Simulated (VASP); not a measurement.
Band structure of NbP (space group I4_1md). All values below come from PBEsol GGA, VASP's PBE PAW potentials (set 64) (plane waves; VASP).

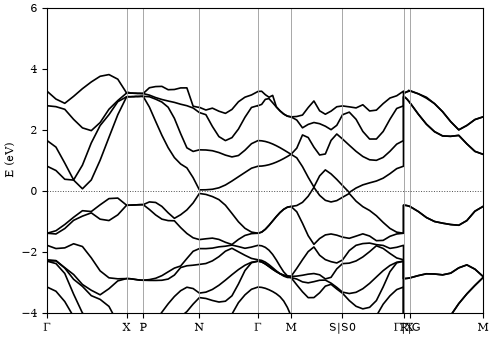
Fig. 1. Bands along high-symmetry lines, zero at the valence-band maximum or, without a gap, the Fermi level

### Question
Read the plot: is there a gap, and where are the band edges?

### Answer
It has no gap at this level: it comes out as a metal or semimetal. (Edges off the drawn lines would not show.)

The structure comes from a computed database's NbP entry (I4_1md); how it stands against other phases isn't given here. It was relaxed first.
